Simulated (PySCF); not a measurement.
# C$_{7}$H$_{8}$F$_{4}$: what the fields show

The calculation's input:

```
{"job": {"xc": "PBE0", "basis": "pcSseg-1", "kind": "nmr", "pop": true}, "charge": 0, "multiplicity": 1}
F      2.827522     0.544245     1.120659
C      2.039177    -0.006078     0.184422
F      2.708899     0.097576    -0.981284
F      1.994079    -1.314167     0.462431
C      0.712846     0.721207     0.089241
C     -0.288200     0.422827    -1.047564
C     -0.612817    -1.063011    -0.848977
C     -0.823877    -1.076238     0.681945
C     -0.528173     0.399339     0.945143
F     -0.584554     0.819648     2.235892
C     -1.349866     1.092732    -0.153785
H      0.961504     1.783463     0.142730
H     -0.088980     0.763740    -2.057456
H      0.200037    -1.712932    -1.166524
H     -1.511264    -1.346288    -1.394576
H     -1.846479    -1.318252     0.967414
H     -0.151812    -1.745817     1.212133
H     -1.287886     2.176427    -0.125218
H     -2.379959     0.770828    -0.274086
```

Launched as:

```sh
OMP_NUM_THREADS=1 python ens_run.py task.json out
```

Geometry: GFN2-xTB.

Level of theory: PySCF 2.14.0, PBE0/pcSseg-1, SCF density, gas phase, non-relativistic.

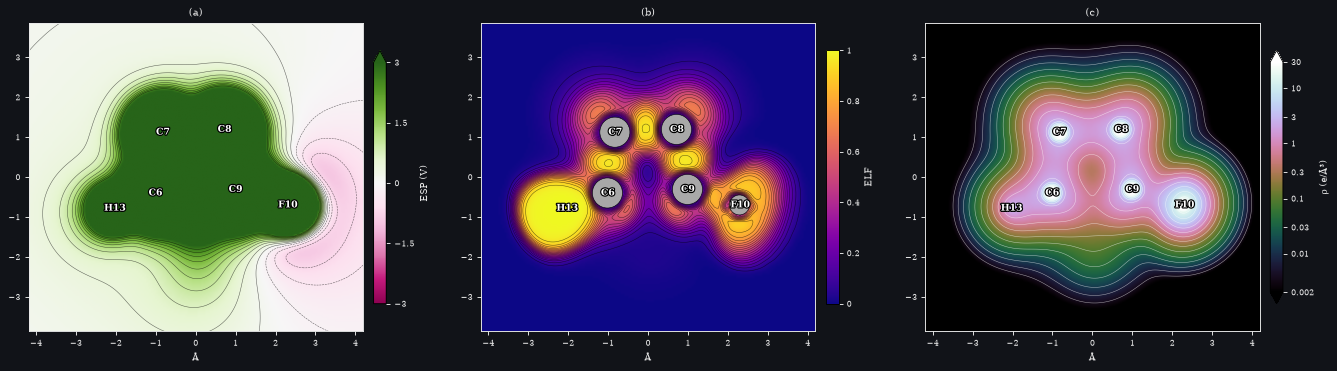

Figure 1. (a) molecular electrostatic potential; (b) electron localisation function; (c) total electron density on the plane of atoms C7, C6 and H13. Grey discs cover the atomic cores in the ELF map.

Question: What does the map show?

Answer:
- The section cuts through C, F and H sites.
- C–F (1.36 Å): the density is about 2.2 e/Å³ at the midpoint, with its minimum of 1.7 e/Å³ about 0.5 Å from C; the ELF peaks at about 0.85 between the atoms: a shared but strongly polarised pair.
- C–C (1.53 Å): the density is about 1.6 e/Å³ at the midpoint; the ELF peaks at about 0.95 between the atoms; a covalent bond.
- C–H (1.08 Å): the density is about 2 e/Å³ at the midpoint; the ELF climbs to about 1 towards the hydrogen, as it does in any bond to H (a covalent bond by its length).
- The ELF also peaks beside F10, away from the bonds: lone-pair regions.
- Outside the dense part of the molecule the potential is most negative (−1.0 V) near F10.

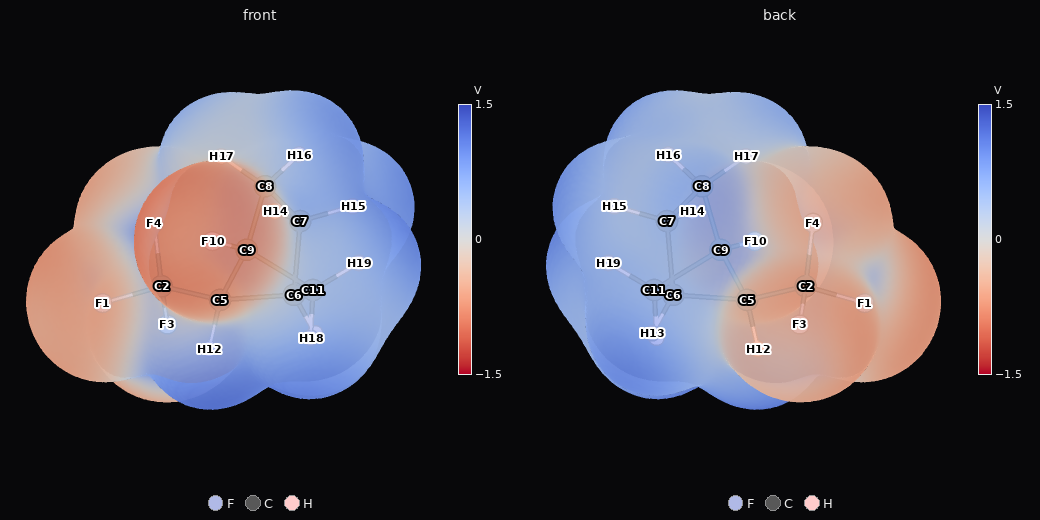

Figure 2. The electrostatic potential painted on the density surface at 0.002 e/bohr³, seen from the front and from behind; red is negative and blue positive.

Question: Describe the electrostatic potential map.

Answer: The most negative region (about −0.9 V, or −21 kcal/mol for a unit charge) lies over F10, the most positive (about +1.1 V, or +25 kcal/mol for a unit charge) over H12.

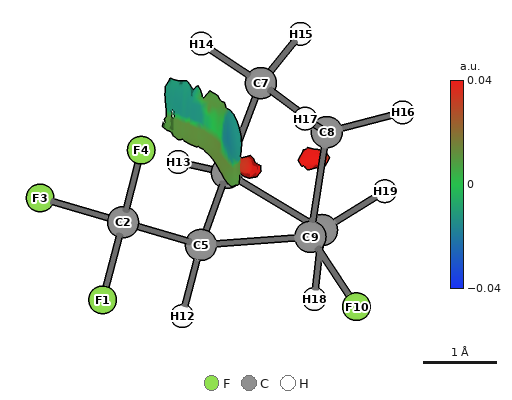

Figure 3. Non-covalent interaction (NCI) plot: the surface where the reduced density gradient is 0.5, for densities under 0.05 a.u., coloured by sign(λ₂)ρ; seen at a tilt.

Question: What holds or crowds the atoms apart from the covalent bonds?

Answer: Between H17 and C8 on one side and F4 on the other: a weak contact, attractive (blue-green) on one side and crowded (olive to red) on the other; inside the ring or cage of C6, C7, C8, C9 and C11: steric crowding (red); inside the ring or cage of C5, C6, C7, C8 and C9: steric crowding (red).
